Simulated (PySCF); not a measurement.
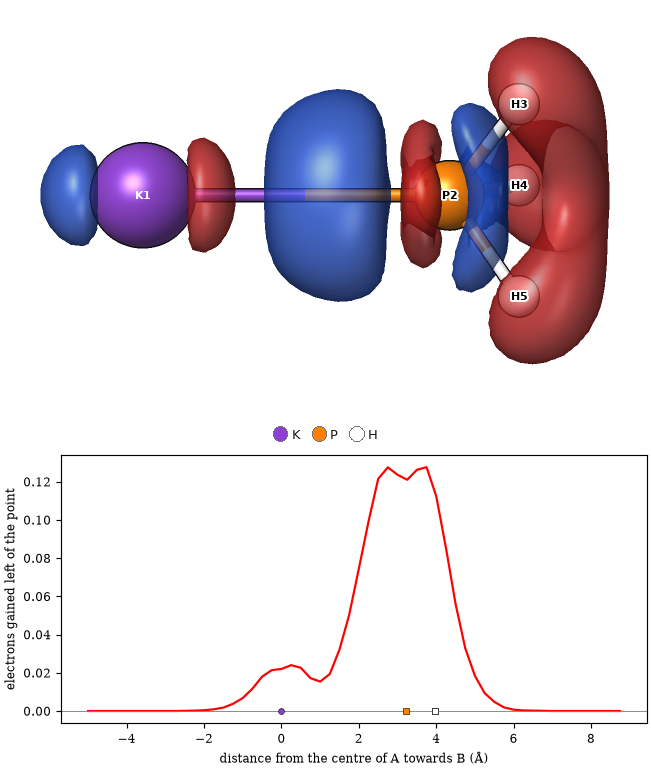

Figure. H$_{3}$KP, charge +1, SMILES `[K+].P`. Density of the complex less the densities of the two fragments at the same geometry, ±0.008 e/Å³ (blue: gain, red: loss). Fragment A: K(+1) (atom 1); fragment B: PH3. Below: the charge-displacement curve along the line of centres (A on the left).

Computed with PySCF, BP86/def2-TZVP, geometry: GFN2-xTB. GFN2-xTB bond lengths at metals and heavier atoms can be off by up to 0.1 Å and shapes distorted, which carries into these values.

Cartesian coordinates (Å):

```
K1      -1.6304   -0.0000    0.0000
P2       1.5998    0.0000    0.0002
H3       2.3264   -0.9589   -0.6756
H4       2.3278   -0.1060    1.1652
H5       2.3263    1.0647   -0.4924
```

> Which way does charge flow?

Hirshfeld charges show 0.040 e passing from B to A. By Hirshfeld charges, electrons gather most on P2 (−0.054 e) and leave H3, H4 and H5 alike most (+0.031 e); 0.17 e is displaced in all.

> What is the interaction energy, and which contacts carry it?

The counterpoise-corrected interaction energy of the frozen fragments is −10.0 kcal/mol without dispersion correction and −12.0 kcal/mol with D3(BJ). D3 uses neutral-atom coefficients and tends to overbind metal cations. The pair geometry is semi-empirical, not a minimum at this level. Contacts: K1···P2, 3.23 Å, ρ = 0.014 a.u. The pose is a local one from a semi-empirical search, not shown to be the most stable.
